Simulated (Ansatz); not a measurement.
**Nudged elastic band, with input and output: C3H6GeO (part 2 of 2)**

The same run, continued: C3H6GeO; RKS B3LYP-D4/def2-SVP (Ansatz 0.2.0). One setting was made poor on purpose. It belongs to a series of runs on one base structure; here: band between the two ends.

Geometry of the input (Å):
```
C  -0.0652  1.7410  2.1226
C  0.3131  0.6589  1.7223
O  0.7219  -0.4919  1.2983
Ge -0.0977  -1.2698  -0.1649
C  0.0841  -0.0085  -1.6375
H  -0.3859  2.6912  2.4983
H  0.7019  -2.5718  -0.3229
H  -1.5598  -1.5175  0.2546
H  -0.3450  0.9588  -1.3378
H  1.1459  0.1313  -1.8854
H  -0.4480  -0.3789  -2.5269
```

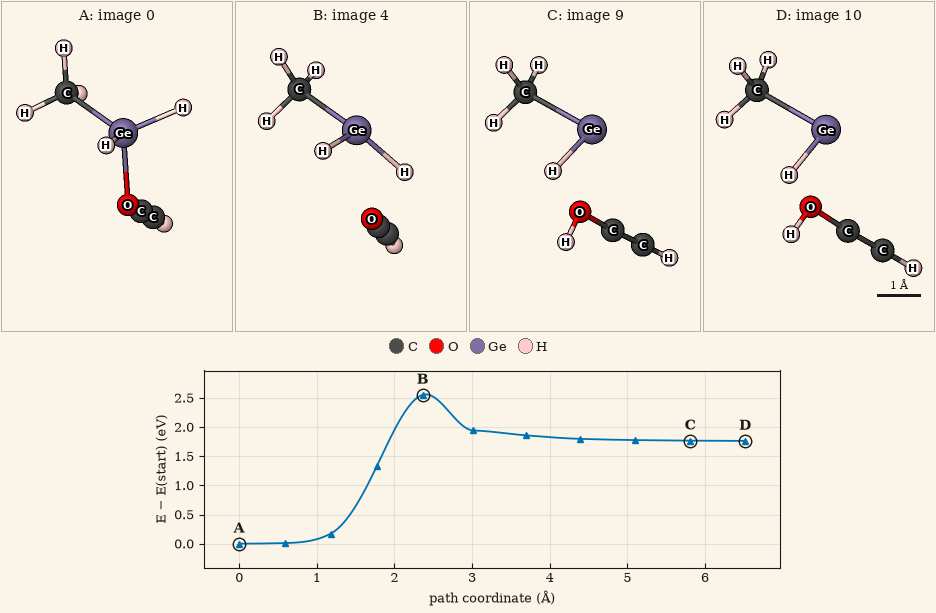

*Images of the last band (counted from 0; ball-and-stick, seen at an oblique angle) above the energy along the path; the line is a cubic interpolation that uses the forces.*

The highest image is number 4, 2.553 eV above the start and 0.790 eV above the end (the climbing image); the end lies 1.763 eV above the start. The path is 6.52 Å long. The band converged in 15 iterations.

```
Total energy: -61760.32238970 eV, -2269.6499851715 hartree
Atom 0 at    -0.056214     1.793338     2.384928 Å, force     0.126533    -0.120858    -0.048387 eV/Å
Atom 1 at     0.137958     0.665249     1.956297 Å, force    -0.191720     0.193066     0.118364 eV/Å
Atom 2 at     0.292766    -0.534327     1.553556 Å, force     0.260668    -0.224009    -0.202784 eV/Å
Atom 3 at    -0.441303    -1.416797    -0.536639 Å, force     0.253137     0.212332     0.050472 eV/Å
Atom 4 at     0.044764    -0.088935    -1.911675 Å, force     0.038159    -0.076109     0.062406 eV/Å
Atom 5 at    -0.151964     2.754643     2.848949 Å, force    -0.027125     0.015437    -0.094468 eV/Å
Atom 6 at     0.610115    -2.551925    -0.733707 Å, force    -0.021988    -0.020515     0.048241 eV/Å
Atom 7 at    -0.897988    -1.120575     0.971799 Å, force    -0.323704    -0.034552    -0.059038 eV/Å
Atom 8 at    -0.625086     0.778518    -1.947907 Å, force    -0.040021     0.010477     0.055741 eV/Å
Atom 9 at     1.068642     0.240759    -1.664314 Å, force    -0.030169     0.045609    -0.005769 eV/Å
Atom 10 at     0.083612    -0.577048    -2.900589 Å, force    -0.043769    -0.000880     0.075223 eV/Å
Dipole moment:    -0.211263    -0.268166    -0.802820 e Å
this run last wrote the band of iteration 15 to [file]
```

### The last band as extended XYZ (Å, eV, eV/Å)
```
11
Properties=species:S:1:pos:R:3:forces:R:3 image=0 energy=-61762.87463
C    -0.0652    1.7410    2.1226    0.0026  -0.0174  -0.0151
C     0.3131    0.6589    1.7223    0.0020  -0.0064   0.0012
O     0.7219   -0.4919    1.2983   -0.0058   0.0023   0.0001
Ge   -0.0977   -1.2698   -0.1649   -0.0109   0.0056   0.0043
C     0.0841   -0.0085   -1.6375    0.0028  -0.0027   0.0008
H    -0.3859    2.6912    2.4983    0.0012   0.0067   0.0034
H     0.7019   -2.5718   -0.3229    0.0029   0.0093   0.0081
H    -1.5598   -1.5175    0.2546    0.0067  -0.0033  -0.0023
H    -0.3450    0.9588   -1.3378   -0.0026   0.0037   0.0010
H     1.1459    0.1313   -1.8854    0.0059   0.0009  -0.0012
H    -0.4480   -0.3789   -2.5269   -0.0050   0.0012  -0.0003
11
Properties=species:S:1:pos:R:3:forces:R:3 image=1 energy=-61762.86373
C    -0.0409    1.7228    2.2570    0.0029   0.0003  -0.0077
C     0.3412    0.6849    1.7566    0.0053  -0.0033  -0.0011
O     0.7631   -0.4216    1.2385    0.0020  -0.0013   0.0011
Ge   -0.1286   -1.2126   -0.1707    0.0007   0.0057   0.0020
C     0.0809   -0.0496   -1.7211    0.0048  -0.0047   0.0046
H    -0.3596    2.6344    2.7203   -0.0063   0.0001  -0.0115
H     0.6161   -2.5499   -0.2962    0.0038  -0.0011   0.0072
H    -1.5860   -1.3783    0.2992   -0.0058  -0.0080  -0.0148
H    -0.5217    0.8623   -1.6048    0.0043   0.0057   0.0210
H     1.1395    0.2299   -1.8261    0.0023  -0.0026  -0.0048
H    -0.2386   -0.5794   -2.6319   -0.0139   0.0094   0.0040
11
Properties=species:S:1:pos:R:3:forces:R:3 image=2 energy=-61762.70062
C    -0.0274    1.7276    2.3337    0.0427  -0.0784  -0.0419
C     0.2735    0.6710    1.8127    0.1568  -0.0017  -0.1147
O     0.6584   -0.4413    1.2752    0.3068   0.1021  -0.1564
Ge   -0.1882   -1.1940   -0.1953    0.0828   0.1183   0.1209
C     0.0653   -0.0659   -1.7865    0.0277   0.0270   0.1459
H    -0.2296    2.6695    2.8068   -0.0733  -0.0955  -0.0382
H     0.5559   -2.5173   -0.4681   -0.0144   0.0336   0.2611
H    -1.5312   -1.3477    0.5179   -0.4253  -0.1343  -0.4342
H    -0.6294    0.7801   -1.8721   -0.0264   0.0005   0.1120
H     1.0911    0.3224   -1.6889    0.0122   0.0977  -0.0412
H     0.0269   -0.6616   -2.7148   -0.0895  -0.0694   0.1866
11
Properties=species:S:1:pos:R:3:forces:R:3 image=3 energy=-61761.54722
C    -0.0588    1.7657    2.3653    0.0388  -0.2288  -0.0681
C     0.1686    0.6630    1.8889    0.2886   0.0019  -0.2797
O     0.4661   -0.4945    1.4101    0.9298   0.2267  -0.6986
Ge   -0.2546   -1.2679   -0.3179    0.9228   0.7607   0.8988
C     0.0512   -0.0829   -1.8691    0.0315   0.0186   0.2769
H    -0.1717    2.7286    2.8318   -0.0845  -0.1831  -0.1134
H     0.5745   -2.5402   -0.6474   -0.1508   0.0907   0.4113
H    -1.2468   -1.2643    0.8049   -1.7820  -0.7490  -0.7908
H    -0.6152    0.7849   -1.9364   -0.0366   0.0394   0.1095
H     1.0799    0.2620   -1.6686   -0.0097   0.1693  -0.0817
H     0.0722   -0.6115   -2.8407   -0.1479  -0.1463   0.3358
11
Properties=species:S:1:pos:R:3:forces:R:3 image=4 energy=-61760.32212
C    -0.0562    1.7933    2.3849    0.1265  -0.1209  -0.0484
C     0.1380    0.6652    1.9563   -0.1917   0.1931   0.1184
O     0.2928   -0.5343    1.5536    0.2607  -0.2240  -0.2028
Ge   -0.4413   -1.4168   -0.5366    0.2531   0.2123   0.0505
C     0.0448   -0.0889   -1.9117    0.0382  -0.0761   0.0624
H    -0.1520    2.7546    2.8489   -0.0271   0.0154  -0.0945
H     0.6101   -2.5519   -0.7337   -0.0220  -0.0205   0.0482
H    -0.8980   -1.1206    0.9718   -0.3237  -0.0346  -0.0590
H    -0.6251    0.7785   -1.9479   -0.0400   0.0105   0.0557
H     1.0686    0.2408   -1.6643   -0.0302   0.0456  -0.0058
H     0.0836   -0.5770   -2.9006   -0.0438  -0.0009   0.0752
11
Properties=species:S:1:pos:R:3:forces:R:3 image=5 energy=-61760.93432
C    -0.0382    1.8013    2.4469    0.0963   0.0049   0.0986
C     0.0879    0.6807    2.0115   -0.2205  -0.1650  -0.0182
O     0.1835   -0.5496    1.5625    0.3874   0.2237   0.0380
Ge   -0.6194   -1.5365   -0.7432   -0.0337  -0.0800  -0.1407
C     0.0576   -0.1311   -1.9829   -0.0271   0.0587   0.0021
H    -0.1292    2.7628    2.9133    0.0206   0.0409  -0.1013
H     0.6280   -2.5160   -0.8959    0.0407  -0.0052  -0.0443
H    -0.7053   -0.9332    1.4000   -0.3269  -0.0767   0.2315
H    -0.6122    0.7403   -2.0243    0.0187  -0.0085  -0.0140
H     1.0653    0.1913   -1.6744    0.0237   0.0011  -0.0105
H     0.1472   -0.5670   -2.9929    0.0208   0.0060  -0.0411
11
Properties=species:S:1:pos:R:3:forces:R:3 image=6 energy=-61761.01713
C    -0.0415    1.7633    2.4452    0.0478   0.0879   0.0248
C     0.0413    0.6932    1.8940   -0.0172  -0.0553   0.0374
O     0.1419   -0.4864    1.3238    0.0733   0.0604  -0.1506
Ge   -0.7967   -1.4589   -0.8103   -0.0880   0.0310  -0.0589
C     0.0619   -0.1027   -2.0195    0.0975  -0.1461   0.0295
H    -0.0887    2.7032    2.9588   -0.0193   0.0445  -0.0517
H     0.4756   -2.4412   -0.7487    0.0259   0.0786  -0.0427
H    -0.4385   -1.1159    1.7766   -0.0893  -0.2046   0.2200
H    -0.5652    0.7882   -2.1611   -0.0163   0.0223   0.0013
H     1.0535    0.1878   -1.6370   -0.0038   0.0416  -0.0227
H     0.2216   -0.5876   -3.0010   -0.0106   0.0398   0.0135
11
Properties=species:S:1:pos:R:3:forces:R:3 image=7 energy=-61761.07792
C    -0.0869    1.7285    2.4195   -0.0135  -0.0008  -0.0354
C    -0.0019    0.6642    1.8556    0.0119  -0.0381   0.0603
O     0.1086   -0.4845    1.2269   -0.0120   0.0317  -0.0279
Ge   -0.9895   -1.3390   -0.8323   -0.0227   0.0063   0.0158
C     0.0645   -0.0794   -1.9996   -0.0090  -0.0297   0.0121
H    -0.1619    2.6714    2.9248   -0.0087   0.0148  -0.0203
H     0.2163   -2.4028   -0.6736   -0.0170   0.0295  -0.0117
H     0.1263   -1.2272    1.8532    0.0353  -0.0254  -0.0049
H    -0.4783    0.8597   -2.1834   -0.0022   0.0113   0.0121
H     1.0653    0.1418   -1.5993    0.0240  -0.0018   0.0108
H     0.2027   -0.5898   -2.9710    0.0137   0.0022  -0.0108
11
Properties=species:S:1:pos:R:3:forces:R:3 image=8 energy=-61761.09857
C    -0.1510    1.7026    2.5182   -0.0057  -0.0222   0.0268
C     0.0251    0.6897    1.8852    0.0236   0.0142  -0.0133
O     0.2079   -0.3692    1.1305   -0.0003  -0.0224   0.0076
Ge   -1.1021   -1.2061   -0.7668   -0.0764   0.0282   0.0133
C     0.0471   -0.1272   -2.0265    0.0326  -0.0495   0.0045
H    -0.3037    2.5920    3.0976   -0.0122   0.0073  -0.0107
H    -0.0183   -2.3906   -0.5719    0.0291   0.0286  -0.0203
H     0.5714   -1.1218    1.6270    0.0025   0.0201  -0.0155
H    -0.3921    0.8597   -2.2379   -0.0103  -0.0070   0.0185
H     1.0757   -0.0006   -1.6552    0.0133   0.0018  -0.0079
H     0.1055   -0.6855   -2.9795    0.0039   0.0009  -0.0030
11
Properties=species:S:1:pos:R:3:forces:R:3 image=9 energy=-61761.10852
C    -0.1949    1.6598    2.6969   -0.0023  -0.0018  -0.0035
C     0.0513    0.7611    1.9292    0.0066   0.0012   0.0152
O     0.2941   -0.1745    1.0405   -0.0006  -0.0051  -0.0202
Ge   -1.1493   -1.0725   -0.7226   -0.0160   0.0060  -0.0003
C     0.0473   -0.2176   -2.1052    0.0070  -0.0082   0.0022
H    -0.4110    2.4550    3.3832   -0.0028  -0.0024   0.0039
H    -0.1371   -2.3057   -0.4433    0.0049   0.0061  -0.0001
H     0.7625   -0.9379    1.4185    0.0026   0.0080   0.0057
H    -0.3115    0.7846   -2.3856   -0.0001  -0.0011   0.0004
H     1.0980   -0.1539   -1.7827    0.0021  -0.0010  -0.0029
H     0.0158   -0.8555   -3.0083   -0.0014  -0.0015  -0.0005
11
Properties=species:S:1:pos:R:3:forces:R:3 image=10 energy=-61761.11210
C    -0.2254    1.5875    2.8561    0.0004  -0.0002   0.0037
C     0.0681    0.8304    1.9629    0.0001  -0.0034  -0.0154
O     0.3579    0.0521    0.9443    0.0009   0.0019   0.0118
Ge   -1.1801   -0.9233   -0.7058   -0.0024  -0.0008  -0.0015
C     0.0593   -0.3062   -2.1753   -0.0002   0.0011   0.0006
H    -0.4843    2.2546    3.6549    0.0000   0.0000   0.0009
H    -0.2387   -2.1789   -0.2964    0.0007   0.0009   0.0009
H     0.8543   -0.7391    1.2165   -0.0004   0.0009  -0.0013
H    -0.2345    0.6813   -2.5629    0.0006  -0.0002  -0.0003
H     1.1173   -0.2795   -1.8716    0.0002   0.0002  -0.0004
H    -0.0286   -1.0360   -3.0020    0.0000  -0.0003   0.0011
```
